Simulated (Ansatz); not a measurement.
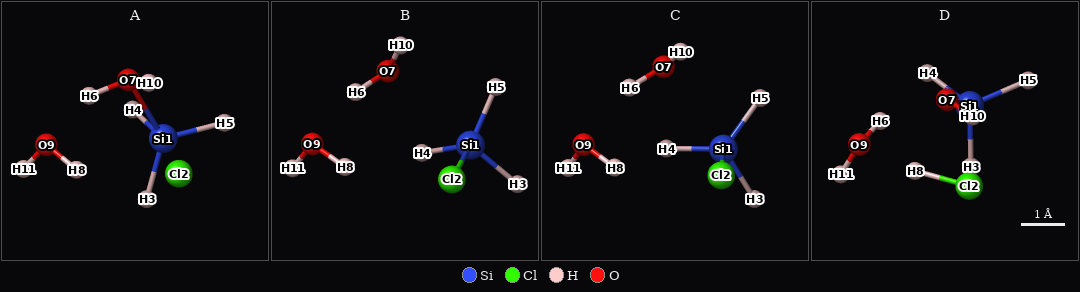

4 geometries from a converged minimum-energy path of SiH₇O₂Cl, shuffled. Style: ball-and-stick. Shown at a tilt.

The calculation used RKS PBE0/6-31G* (Ansatz). Set-up: 7 movable images; climbing image; force threshold 0.03 eV/Å; iteration limit 60; starting path through a guess of the saddle point.

### One of them is the converged climbing image. Which?

A. In order along the path, whose images run from 0 to 8: B (image 0, 0.0 kJ/mol), C (image 1, +2.2 kJ/mol), A (image 3, +55.4 kJ/mol), D (image 6, −6.4 kJ/mol). Breaking: H6–O7 (0.98 → 1.01 at the top → 1.81 Å), H8–O9 (0.97 → 0.98 at the top → 1.58 Å), Si1–Cl2 (2.10 → 2.44 at the top → 4.67 Å). Forming: Cl2–H8 (2.53 → 2.39 at the top → 1.36 Å), H6–O9 (1.80 → 1.64 at the top → 0.98 Å), Si1–O7 (2.66 → 1.92 at the top → 1.68 Å).

The run took 9.5 min on 2 threads of Arm Neoverse V1, with other jobs on the host, peak memory 0.18 GiB.
